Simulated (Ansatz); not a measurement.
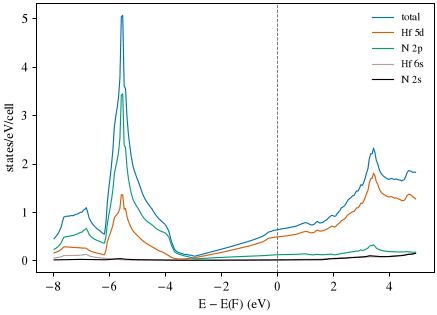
Fig. 1. Total and projected density of states of HfN (rock salt, Fm-3m), the program Ansatz at the PBE level (PAW)

**Question.** Which orbitals carry the states next to the Fermi level?

**Answer.** Within 0.5 eV of the Fermi level: Hf 5d 77 %, N 2p 18 %. Projections are on Löwdin-orthogonalised atomic valence shells; empty p or d shells of many metals are not among them.

**Question.** Where is the tallest occupied peak in this window, and what makes it?

**Answer.** Near -5.5 eV, about 5.1 states/eV per cell; the largest projected share is N 2p.

Symmetry was held in the PBE relaxation. The run is not spin-polarised. With an odd number of electrons in the cell and no spin polarisation, the count alone makes it a metal. Spin–orbit coupling is left out wherever it is not named.

Potentials: the earlier of the program's two PAW sets.
